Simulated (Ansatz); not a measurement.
# CH5BN (SMILES B[N]C) at UPBE/def2-SVPD

Aim: the electronic atomisation energy of CH5BN at UPBE/def2-SVPD, from 5 runs. 

Program for the calculation: Ansatz 0.2.0.

61 further runs of the same task are left out: 61 set aside as unsound or not needed.

### Step 1. The molecule

The species is CH5BN (8 atoms), meant as a doublet with charge 0. SMILES: `B[N]C`. The coordinates come from a PBE0-D4/def2-TZVP relaxation.

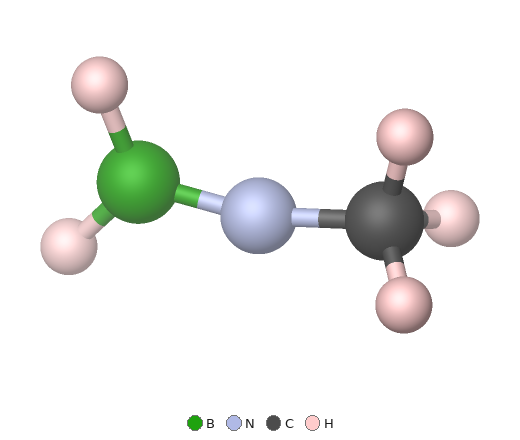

Viewed from a chosen angle; boron green, nitrogen light blue, carbon dark grey, hydrogen pink.

### Step 2. The energy at UPBE/def2-SVPD

molecule.yaml

```yaml
basis:
  gaussian:
    orbitals: def2-SVPD
crystal:
  periodic: [false, false, false]
  atoms:
    - {symbol: B, position_ang: [-0.373900, 1.096100, -0.965000]}
    - {symbol: "N", position_ang: [0.058500, 0.275600, -0.008700]}
    - {symbol: C, position_ang: [0.339600, -0.835900, 0.776800]}
    - {symbol: H, position_ang: [-1.007800, 0.632300, -1.885400]}
    - {symbol: H, position_ang: [-0.143000, 2.276400, -0.921600]}
    - {symbol: H, position_ang: [-0.096400, -0.755000, 1.778600]}
    - {symbol: H, position_ang: [1.416200, -1.018200, 0.865300]}
    - {symbol: H, position_ang: [-0.101000, -1.728600, 0.304400]}
magnetization:
  spin_polarized: true
  initial_magnetization: 1
hamiltonian:
  xc: {name: PBE}
accuracy: high
output:
  orbitals: {seedname: orbitals}
```

Launch:

```console
$ ansatz run molecule.yaml --threads 1 --pin off --max-ram 3480MiB --events-out events.jsonl --progress --plain --runs-dir runs
```

The log of the run:

```text
Warning: RAYON_NUM_THREADS=1 ignored (pool sized by the plan → 1); use --threads N
Functional definition: PBE
  name "PBE"
  parameter kappa = 0.804
  parameter beta = 0.06672455060314922
  exchange = pbe_x(kappa = kappa, mu = beta*pi^2/3)
  correlation = pbe_c(beta = beta)
2079 factors; integrals over basis functions are off by at most 3.1e-9 eV
mean field evaluation 1: about -3270.5825 eV, gradient 3.4e1 eV
mean field evaluation 2: about -3255.1233 eV, gradient 6.3e1 eV
mean field evaluation 4: about -3276.6790 eV, gradient 2.7e0 eV
mean field evaluation 8: about -3276.7150 eV, gradient 1.5e-1 eV
mean field evaluation 16: about -3276.7151 eV, gradient 7.3e-6 eV
mean field -3276.71513967 eV, -120.4170603456 hartree, gradient 3.3e-8 eV, S^2 0.755215; 0 other end points of the search recorded, 0 dependent functions left out
reference -3276.71514373 eV, -120.4170604949 hartree; 12, 11 occupied and 88, 89 virtual orbitals, 2079 factors
Total energy: -3276.71514373 eV, -120.4170604949 hartree
```

Run time: 15 s. Hardware: 1 thread of Arm Neoverse N1, shared host; peak memory 0.3 GiB.

### Step 3. The B atom, same level

input.yaml

```yaml
crystal:
  periodic: [false, false, false]
  atoms:
    - {symbol: B, position_ang: [0.000000, 0.000000, 0.000000]}
basis:
  gaussian:
    orbitals: def2-SVPD
magnetization:
  spin_polarized: true
  initial_magnetization: 1
hamiltonian:
  xc: {name: PBE}
accuracy: high
```

Run the same way, it converges to -24.58219 Eh (log not shown).

### Step 4. The C atom

input.yaml

```yaml
crystal:
  periodic: [false, false, false]
  atoms:
    - {symbol: C, position_ang: [0.000000, 0.000000, 0.000000]}
basis:
  gaussian: {orbitals: def2-SVPD}
magnetization: {spin_polarized: true, initial_magnetization: 2}
hamiltonian: {xc: pbe}
accuracy: high
```

Run the same way, it converges to -37.75219 Eh (log not shown).

### Step 5. The H atom

job.yaml

```yaml
crystal:
  periodic: [false, false, false]
  atoms:
    - {symbol: H, position_ang: [0.000000, 0.000000, 0.000000]}
basis:
  gaussian:
    orbitals: def2-SVPD
magnetization:
  spin_polarized: true
  initial_magnetization: 1
hamiltonian:
  xc: {name: PBE}
accuracy: high
```

Run the same way, it converges to -0.49863 Eh (log not shown).

### Step 6. The N atom, same level

job.yaml

```yaml
crystal:
  periodic: [false, false, false]
  atoms:
    - {symbol: "N", position_ang: [0.000000, 0.000000, 0.000000]}
basis:
  gaussian: {orbitals: def2-SVPD}
magnetization: {spin_polarized: true, initial_magnetization: 3}
accuracy: high
hamiltonian: {xc: {name: PBE}}
```

Run the same way, it converges to -54.46775 Eh (log not shown).

### Step 7. Outcome

At UPBE/def2-SVPD:

| quantity | value |
| --- | --- |
| molecule: total energy | -120.41706 Eh |
| molecule: HOMO energy (highest over α and β) | -5.60 eV |
| molecule: LUMO energy (lowest over α and β) | -3.96 eV |
| molecule: ⟨S²⟩ | 0.755 |
| B atom: total energy | -24.58219 Eh |
| B atom: ⟨S²⟩ | 0.753 |
| C atom: total energy | -37.75219 Eh |
| C atom: ⟨S²⟩ | 2.003 |
| H atom: total energy | -0.49863 Eh |
| H atom: ⟨S²⟩ | 0.750 |
| N atom: total energy | -54.46775 Eh |
| N atom: ⟨S²⟩ | 3.753 |
| electronic atomisation energy | 30.525 eV |

What this shows: Taking the molecule apart into free atoms costs 30.53 eV (2945 kJ/mol), before zero-point energy and without spin-orbit coupling.
